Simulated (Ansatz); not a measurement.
# SnBrF₃: geometry optimisation

Aim: relax SnBrF₃ at this level.

Program: Ansatz 0.2.0. Level of theory: RKS PBE0-D4/def2-SVPD. These are calculated values, not measurements.

1 further run of the same task is left out (set aside as unsound or not needed).

### 1 The system as given

SMILES `[F][Sn]([F])([F])[Br]`, 5 atoms, charge 0, spin multiplicity 1.

Atoms are counted from 1 here; the program's logs count them from 0.

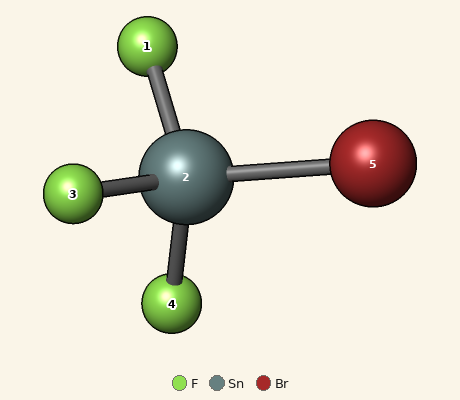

The starting geometry (fluorine green, tin teal, bromine red); atoms are numbered from 1 in the order of the file.

Geometry (Å):

```xyz
5
BrF3Sn
F    -0.9733   -0.4931    1.6257
Sn    0.0128   -0.0664    0.0037
F     1.8448   -0.6558    0.2895
F    -0.7208   -1.1842   -1.4098
Br   -0.1137    2.3259   -0.5506
```

### 2 Relaxation

Contents of input.yaml:

```yaml
crystal:
  periodic: [false, false, false]
  atoms:
    - { symbol: F, position_ang: [-0.973253, -0.493106, 1.625739] }
    - { symbol: Sn, position_ang: [0.012756, -0.066443, 0.003663] }
    - { symbol: F, position_ang: [1.844766, -0.655845, 0.289491] }
    - { symbol: F, position_ang: [-0.720775, -1.184184, -1.40984] }
    - { symbol: Br, position_ang: [-0.113693, 2.325878, -0.550552] }
basis:
  gaussian: { orbitals: def2-SVPD }
hamiltonian:
  xc: pbe0
  dispersion: d4
output:
  forces: true
relax:
  f_tol: 0.003
  max_steps: 120
```

Command:

```sh
> ansatz run input.yaml --threads 1 --pin off --max-ram 2560MiB --backend cpu --events-out ev --progress --plain --runs-dir out
```

The program printed:

```text
Warning: RAYON_NUM_THREADS=1 ignored (pool sized by the plan → 1); use --threads N
The last accepted step is kept in <dir> (removed where the run ends without a failure and the disk answers)
Engine: ansatz 0.2.0, x86_64-unknown-linux-gnu
Functional definition: PBE0
  parameter a = 0.25
  parameter kappa = 0.804
  parameter beta = 0.06672455060314922
  exchange = (1 - a)*pbe_x(kappa = kappa, mu = beta*pi^2/3) + a*exact_x
  correlation = pbe_c(beta = beta)
1556 factors; integrals over basis functions are off by at most 1.1e-4 eV
mean field evaluation 1: about -83995.3081 eV, gradient 6.1e1 eV
mean field evaluation 2: about -83976.0998 eV, gradient 1.3e2 eV
mean field evaluation 4: about -84001.5752 eV, gradient 4.0e0 eV
mean field evaluation 8: about -84001.6545 eV, gradient 8.1e-2 eV
mean field -84001.65448808 eV, -3087.0038640706 hartree, gradient 5.0e-5 eV, S^2 0.000000; 0 other end points of the search recorded, 0 dependent functions left out
the calculation of the forces begins
reference -84001.65453255 eV, -3087.0038657048 hartree; 42, 42 occupied and 100, 100 virtual orbitals, 1556 factors
relax step   1: F+E_penalty+E_count = -84001.76479226 eV  Δ(F+E_penalty+E_count) = +0.000e0 eV  max|allowed force component| = 6.870e-1 eV/Å  Δτ_max = 0.0000 Å  (26 SCF iters, accepted)
these checks for a lower state are left out or cut short: starts, cluster_reference, orbital_swaps, neighbouring_geometries, increment
1556 factors; integrals over basis functions are off by at most 1.1e-4 eV
mean field evaluation 16: about -84001.6237 eV, gradient 6.7e0 eV
mean field -84001.68619746 eV, -3087.0050293688 hartree, gradient 1.1e-5 eV, S^2 0.000000; 0 other end points of the search recorded, 0 dependent functions left out
the calculation of the forces begins
reference -84001.68624192 eV, -3087.0050310027 hartree; 42, 42 occupied and 100, 100 virtual orbitals, 1556 factors
relax step   2: F+E_penalty+E_count = -84001.79830177 eV  Δ(F+E_penalty+E_count) = -3.351e-2 eV  max|allowed force component| = 4.563e-1 eV/Å  Δτ_max = 0.0553 Å  (31 SCF iters, accepted)
these checks for a lower state are left out or cut short: starts, cluster_reference, orbital_swaps, neighbouring_geometries, increment
1556 factors; integrals over basis functions are off by at most 1.1e-4 eV
mean field -84001.69368000 eV, -3087.0053043469 hartree, gradient 1.2e-5 eV, S^2 0.000000; 0 other end points of the search recorded, 0 dependent functions left out
the calculation of the forces begins
reference -84001.69372449 eV, -3087.0053059819 hartree; 42, 42 occupied and 100, 100 virtual orbitals, 1556 factors
relax step   3: F+E_penalty+E_count = -84001.80531031 eV  Δ(F+E_penalty+E_count) = -7.009e-3 eV  max|allowed force component| = 4.908e-2 eV/Å  Δτ_max = 0.0253 Å  (31 SCF iters, accepted)
these checks for a lower state are left out or cut short: starts, cluster_reference, orbital_swaps, neighbouring_geometries, increment
1556 factors; integrals over basis functions are off by at most 1.1e-4 eV
mean field evaluation 32: about -84001.6937 eV, gradient 1.2e-4 eV
mean field -84001.69372831 eV, -3087.0053061224 hartree, gradient 8.3e-6 eV, S^2 0.000000; 0 other end points of the search recorded, 0 dependent functions left out
the calculation of the forces begins
reference -84001.69377279 eV, -3087.0053077571 hartree; 42, 42 occupied and 100, 100 virtual orbitals, 1556 factors
relax step   4: F+E_penalty+E_count = -84001.80536348 eV  Δ(F+E_penalty+E_count) = -5.318e-5 eV  max|allowed force component| = 5.622e-3 eV/Å  Δτ_max = 0.0023 Å  (25 SCF iters, accepted)
these checks for a lower state are left out or cut short: starts, cluster_reference, orbital_swaps, neighbouring_geometries, increment
1556 factors; integrals over basis functions are off by at most 1.1e-4 eV
mean field -84001.69374093 eV, -3087.0053065862 hartree, gradient 2.9e-5 eV, S^2 0.000000; 0 other end points of the search recorded, 0 dependent functions left out
the calculation of the forces begins
reference -84001.69378542 eV, -3087.0053082210 hartree; 42, 42 occupied and 100, 100 virtual orbitals, 1556 factors
relax step   5: F+E_penalty+E_count = -84001.80536550 eV  Δ(F+E_penalty+E_count) = -2.022e-6 eV  max|allowed force component| = 1.291e-4 eV/Å  Δτ_max = 0.0006 Å  (20 SCF iters, accepted)
1556 factors; integrals over basis functions are off by at most 1.1e-4 eV
mean field -84001.69374093 eV, -3087.0053065862 hartree, gradient 2.9e-5 eV, S^2 0.000000; 1 other end points of the search recorded, 0 dependent functions left out
the calculation of the forces begins
reference -84001.69378542 eV, -3087.0053082210 hartree; 42, 42 occupied and 100, 100 virtual orbitals, 1556 factors
Total energy: -84001.80540999 eV, -3087.0094103483 hartree
Atom 0 at    -0.957370    -0.488970     1.600065 Å, force    -0.000065    -0.000021     0.000098 eV/Å
Atom 1 at     0.012645    -0.064922     0.003264 Å, force     0.000003     0.000101    -0.000021 eV/Å
Atom 2 at     1.815612    -0.648084     0.285599 Å, force     0.000129    -0.000024     0.000027 eV/Å
Atom 3 at    -0.709352    -1.168489    -1.386462 Å, force    -0.000067    -0.000069    -0.000101 eV/Å
Atom 4 at    -0.111735     2.296765    -0.543966 Å, force    -0.000000     0.000013    -0.000002 eV/Å
Dipole moment:    -0.025882     0.493038    -0.114370 e Å
```

Wall time 45 s (1 thread of Intel Xeon Platinum 8488C (Sapphire Rapids), shared host); peak memory 0.45 GiB.

Along the way:

| step | energy from step 1 (eV) | largest force component (eV/Å) |
| --- | --- | --- |
| 1 | 0.0000 | 0.6870 |
| 2 | -0.0335 | 0.4563 |
| 3 | -0.0405 | 0.0491 |
| 4 | -0.0406 | 0.0056 |
| 5 | -0.0406 | 0.0001 |

Close pairs (by a distance rule), those that changed most:

| bond | before (Å) | after (Å) | change (Å) |
| --- | --- | --- | --- |
| Sn2–Br5 | 2.459 | 2.427 | -0.031 |
| Sn2–F4 | 1.946 | 1.916 | -0.030 |
| Sn2–F3 | 1.946 | 1.916 | -0.030 |
| F1–Sn2 | 1.946 | 1.916 | -0.030 |

### 3 Results

| quantity | value |
| --- | --- |
| energy gained | 0.0406 eV |
| root mean square move | 0.027 Å |
| dipole moment | 2.43 D |

In words: Bond lengths: F1–Sn2 1.916 Å, Sn2–F3 1.916 Å, Sn2–F4 1.916 Å, Sn2–Br5 2.427 Å. Angles: F1–Sn2–F3 106.6°, F1–Sn2–F4 106.6°, F1–Sn2–Br5 112.2°, F3–Sn2–F4 106.6°, F3–Sn2–Br5 112.2°, F4–Sn2–Br5 112.2°. No frequencies were computed here.
